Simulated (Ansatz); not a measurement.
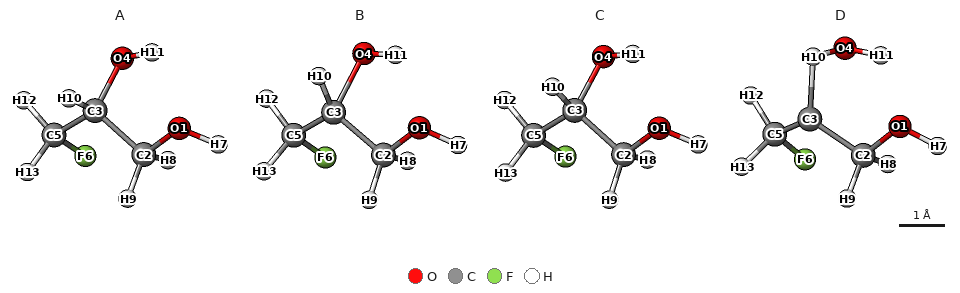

4 geometries from a converged minimum-energy path of C3H7FO2, shuffled. The picture is a ball-and-stick view, seen at a tilt.

These are results of RKS PBE0-D4/def2-SVP in Ansatz, not measurements. Run with 7 movable images; climbing image; force threshold 0.05 eV/Å; iteration limit 60; starting path through a guess of the saddle point.

### Which frame is the transition state?

D. In order along the path, whose images run from 0 to 8: A (image 1, +2.0 kcal/mol), C (image 2, +14.1 kcal/mol), B (image 3, +41.5 kcal/mol), D (image 5, +79.9 kcal/mol). A hydrogen atom shifts from one atom to another. Breaking: C3–H10 (1.11 → 1.47 at the top → 2.07 Å). Forming: O4–H10 (2.07 → 1.05 at the top → 0.97 Å).
